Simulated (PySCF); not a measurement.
SMILES COc1ccccc1B(O)O (C7H9BO3) at its GFN2-xTB optimised geometry (Å):

```
20

C     -0.2388    -2.4893    -0.0089
O      0.4202    -1.2453    -0.0010
C     -0.3288    -0.0924     0.0000
C     -1.7177    -0.0924     0.0000
C     -2.4139     1.1047     0.0000
C     -1.7324     2.3067     0.0001
C     -0.3493     2.3007     0.0011
C      0.3871     1.1193     0.0013
B      1.9698     1.1980     0.0023
O      2.7911     0.1173    -0.0044
O      2.5366     2.4280     0.0083
H     -0.8590    -2.6223     0.8831
H     -0.8552    -2.6126    -0.9048
H      0.5501    -3.2404    -0.0111
H     -2.2722    -1.0180     0.0000
H     -3.4942     1.0871    -0.0003
H     -2.2742     3.2404    -0.0008
H      0.1991     3.2297     0.0016
H      2.3261    -0.7215    -0.0068
H      3.4942     2.3999     0.0081
```

Level of theory: PySCF with CAM-B3LYP/def2-SVP.

Map of the HOMO−1 amplitude (bohr^(-3/2)) on the plane z = 0.8 Å; orbital energy -8.44 eV, overall sign arbitrary:

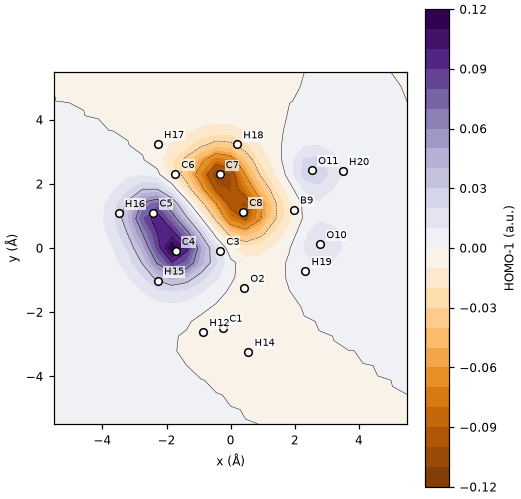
HOMO−1 amplitude (bohr^(-3/2)) on the plane z = 0.8 Å.
